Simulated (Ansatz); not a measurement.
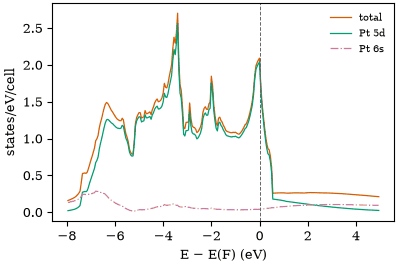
Total and projected density of states of Pt (fcc (Cu type), Fm-3m), r²SCAN (plane waves, PAW; program Ansatz)

Question: Which orbitals carry the states next to the Fermi level?

Answer: Within 0.5 eV of the Fermi level: Pt 5d 96 %. Projections are on Löwdin-orthogonalised atomic valence shells; empty p or d shells of many metals are not among them.

Question: Where is the tallest occupied peak in this window, and what makes it?

Answer: Near -3.4 eV, about 2.7 states/eV per cell; the largest projected share is Pt 5d.

The r²SCAN relaxation kept the symmetry of its start. The run is not spin-polarised. Scalar-relativistic: spin–orbit coupling is off unless named, which matters more the heavier the elements.

Potentials: the later of the program's two PAW sets.
